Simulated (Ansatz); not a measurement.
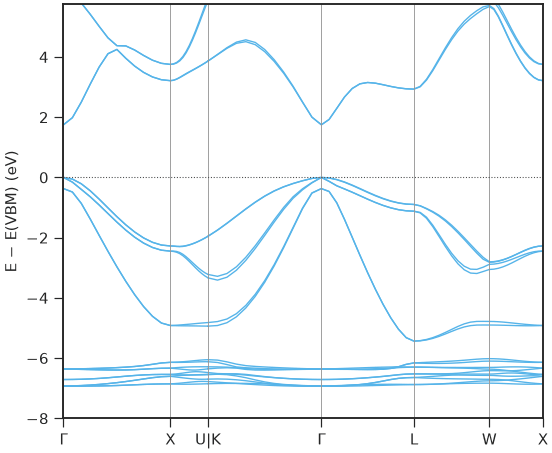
Band structure from r²SCAN with spin–orbit coupling (plane waves, PAW; program Ansatz)

Question: Read off the gap and where the band edges lie.

Answer: About 1.7 eV (1.75 eV by a search for the band edges); maximum at Γ, minimum at Γ.

The material is ZnSe (zinc blende, F-43m).

Symmetry was held in the r²SCAN relaxation; phonons on a q-mesh show no instability.

Potentials: the later of the program's two PAW sets.
